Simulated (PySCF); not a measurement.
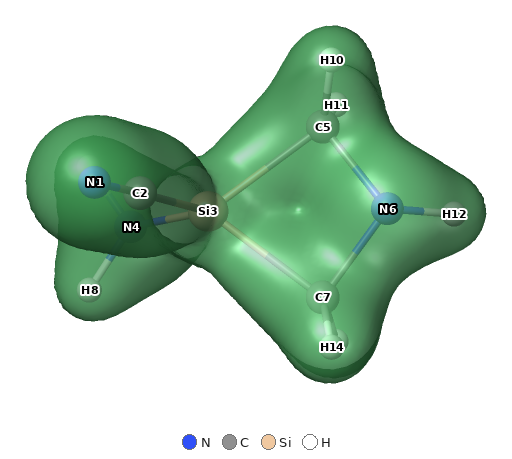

*C3H7N3Si. Isosurface of the total electron density at 0.4 e/Å³ (green), seen from one side.*

Geometry: GFN2-xTB.

Method: CAM-B3LYP/def2-SVPD, SCF density, gas phase in PySCF 2.14.0.

Input

```
{"job": {"kind": "uv", "xc": "CAM-B3LYP", "basis": "def2-SVPD", "nstates": 8, "ntriplets": 3}, "charge": 0, "multiplicity": 1}
N      2.378395    -1.462592     2.000995
C      1.670472    -0.878476     1.315659
Si     0.584526     0.149974     0.185620
N      1.307730     1.619749    -0.347962
C     -0.382871    -0.863495    -1.111819
N     -1.551747    -0.858582    -0.225421
C     -1.248764     0.225859     0.715117
H      1.466603     2.351616     0.327106
H      2.089133     1.568810    -0.983053
H     -0.074721    -1.884166    -1.342346
H     -0.533759    -0.331778    -2.057967
H     -2.438719    -0.763029    -0.704085
H     -1.734413     1.178371     0.475121
H     -1.532545    -0.052732     1.730869
```

Launched as:

```sh
OMP_NUM_THREADS=1 python probes_run.py task.json out
```

> Which contacts does the surface bridge?

At this value the surface is in one piece. It bridges the sampled C–N (1.15 Å), Si–N (1.72 Å), C–Si (1.87 Å) and N–H (1.01 Å) contacts, where the density stays above the isovalue. On the grid the lowest density along these lines, outside the cores, is 3.3 e/Å³ (C–N, 1.15 Å), 0.92 e/Å³ (Si–N, 1.72 Å), 0.72 e/Å³ (C–Si, 1.87 Å) and 2.2 e/Å³ (N–H, 1.01 Å).
